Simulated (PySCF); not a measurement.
Vertical excitations of a molecule CH10O2Si3 from PySCF with TDA-B3LYP/def2-SVPD, as energy in eV (oscillator strength): 6.93 (0.002), 7.22 (0.001), 7.27 (0.001), 7.56 (0.007), 7.60 (0.007), 7.78 (0.028). Lowest triplet (TDA): 6.72 eV. Coordinates come from a B3LYP-D3(BJ)/def2-SVP optimisation. One conformer was computed; it need not be the lowest.

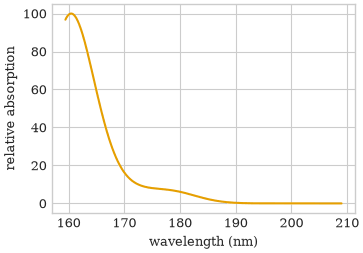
Figure. The lines broadened by 0.4 eV.

Task: Which molecule gave these data?
A) O[SiH](O)C[SiH2][SiH3]
B) CO[SiH2][SiH2][SiH2]O
C) O[SiH2]O[SiH2]C[SiH3]
D) C[SiH](O[SiH3])O[SiH3]

Result: D, C[SiH](O[SiH3])O[SiH3]
